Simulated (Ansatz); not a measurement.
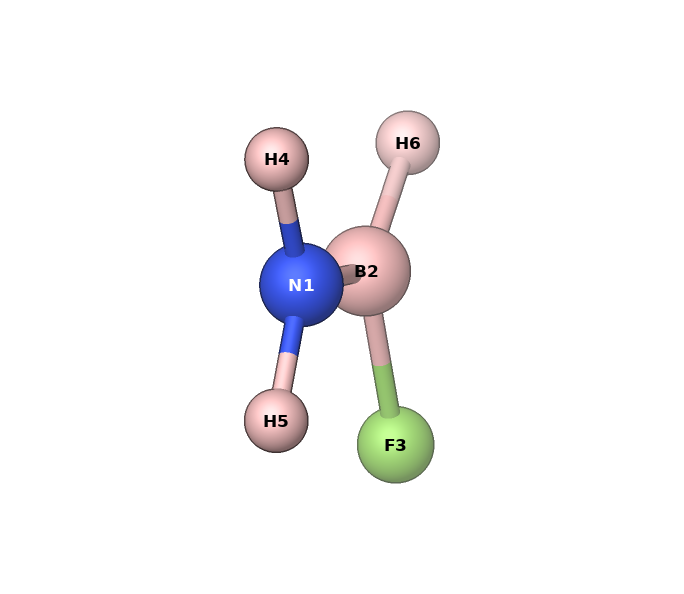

(Drawn from a calculation with Ansatz.)

B2 lies behind N1. The molecule seen a little off the N1–B2 bond, N1 in front. Depth is shown by fading: the farther an atom, the more it takes the colour of the background. Geometry: moved along internal coordinates away from the minimum.

**What is the torsion angle H4–N1–B2–F3? The sign is positive where the front bond must turn clockwise to cover the back bond.**

180°, antiperiplanar (anti).
